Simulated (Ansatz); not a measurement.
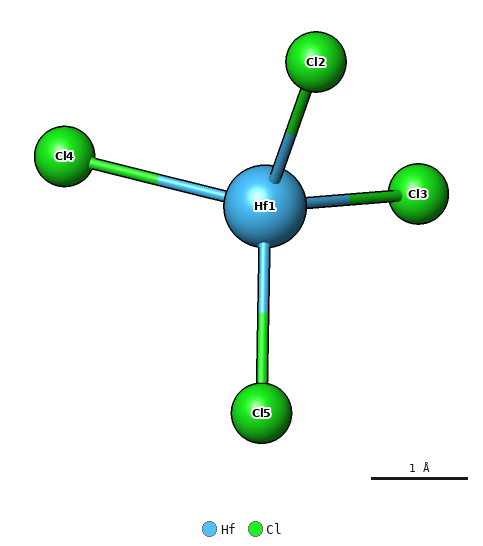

**Figure 1.** The input geometry of run 1 (ball-and-stick view, seen at a tilt; atoms are numbered from 1 in the order of the input). Sticks mark near contacts.

**What a change does: single-point calculation on HfCl₄**

System: HfCl₄.
Method of run 1: RKS PBE0-D4/def2-TZVPD (Ansatz 0.2.0).

The geometry comes from this level: PBE-D4/def2-SVP. Text and figures count atoms from 1; the logs count them from 0 in places.

Input, run 1:
```yaml
crystal:
  periodic: [false, false, false]
  atoms:
    - {symbol: Hf, position_ang: [0.000018, 0.000044, -0.000060]}
    - {symbol: Cl, position_ang: [0.009719, -0.015871, 2.336838]}
    - {symbol: Cl, position_ang: [2.200147, 0.009637, -0.788090]}
    - {symbol: Cl, position_ang: [-1.108747, 1.911226, -0.761439]}
    - {symbol: Cl, position_ang: [-1.101128, -1.905037, -0.787250]}
basis:
  gaussian: {orbitals: def2-TZVPD, initial_orbitals: start.molden}
hamiltonian: {xc: pbe0, dispersion: d4}
scf: {omitted_lower_state_checks: [starts]}
output: {orbitals: {seedname: orbitals}}
```

Launched with:
```bash
ansatz run in.yaml --threads 2 --pin off --events-out ev --progress --plain --max-ram 4352MiB
```

Hardware: 2 threads of Arm Neoverse V2, 23 GiB of memory available, shared host.

Output (run 1):
```
Functional definition: PBE0
  parameter a = 0.25
  parameter kappa = 0.804
  parameter beta = 0.06672455060314922
  exchange = (1 - a)*pbe_x(kappa = kappa, mu = beta*pi^2/3) + a*exact_x
  correlation = pbe_c(beta = beta)
these checks for a lower state are left out or cut short: starts
1671 factors; their error is unknown
mean field evaluation 1: about -51391.0765 eV, gradient 6.9e0 eV
mean field evaluation 2: about -51391.1249 eV, gradient 8.1e-2 eV
mean field evaluation 4: about -51391.2476 eV, gradient 1.3e-4 eV
mean field -51391.24764076 eV, -1888.5935165590 hartree, gradient 5.7e-6 eV, S^2 0.000000; 0 other end points of the search recorded, 0 dependent functions left out
reference -51391.24771255 eV, -1888.5935191975 hartree; 40, 40 occupied and 187, 187 virtual orbitals, 1671 factors
Total energy: -51391.42357152 eV, -1888.5999818952 hartree
Checks for a lower state left out: starts
```

The input of run 2 differs as follows (lines with − go, lines with + come):
```diff
+total_charge: -1
+magnetization: {spin_polarized: true, initial_magnetization: 1}
```

What does this change do to the results?

The total energies belong to different systems, so their difference says nothing on which is more stable or more accurate. The HOMO goes from −9.73 to 1.08 eV. The LUMO goes from −2.32 to 2.99 eV. On the same kind of shared host run 2 took about 5.1 times as long.

Output (run 2):
```
Functional definition: PBE0
  parameter a = 0.25
  parameter kappa = 0.804
  parameter beta = 0.06672455060314922
  exchange = (1 - a)*pbe_x(kappa = kappa, mu = beta*pi^2/3) + a*exact_x
  correlation = pbe_c(beta = beta)
these checks for a lower state are left out or cut short: starts
1671 factors; their error is unknown
mean field evaluation 1: about -51387.7260 eV, gradient 1.4e2 eV
mean field evaluation 2: about -51391.3723 eV, gradient 5.4e0 eV
mean field evaluation 4: about -51391.7744 eV, gradient 1.8e-2 eV
mean field evaluation 8: about -51391.8968 eV, gradient 2.3e-5 eV
mean field -51391.89680309 eV, -1888.6173728350 hartree, gradient 6.8e-6 eV, S^2 0.752495; 0 other end points of the search recorded, 0 dependent functions left out
reference -51391.89685316 eV, -1888.6173746748 hartree; 41, 40 occupied and 186, 187 virtual orbitals, 1671 factors
Total energy: -51392.08406066 eV, -1888.6242544235 hartree
Checks for a lower state left out: starts
```

The two runs side by side:

```csv
quantity,run 1,run 2
outcome,converged,converged
total energy (hartree),−1888.599982,−1888.624254
HOMO (eV),−9.73,1.08
LUMO (eV),−2.32,2.99
basis functions,227,227
⟨S²⟩,–,0.752
wall time (shared host),9 s,46 s
```

For run 2: The highest filled orbital lies above zero: either the extra electron isn't bound at this level, or the self-interaction error of the functional lifts the level.
